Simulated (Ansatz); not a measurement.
The starting structures come from a database of crystals and need not be the phases stable at ambient conditions.

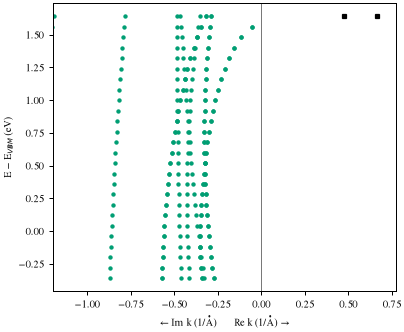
*Complex bands at the centre of the two-dimensional zone; r2SCAN (Ansatz, a first-principles code)*

The gap is the functional's own, uncorrected, and κ follows it; spin-orbit coupling is left out. Mid-gap means the computed energy nearest the middle.

Q: This is MoS2 (P-6m2, 3 atoms a cell, 19.2 Å³ an atom, 2 GPa at this level) along the normal of (100). Read off the slowest decay at the centre of the two-dimensional zone at 0.68 eV, the computed energy nearest the middle of the gap.

A: κ ≈ 0.31 1/Å, a decay length 1/(2κ) of the density of 1.6 Å.
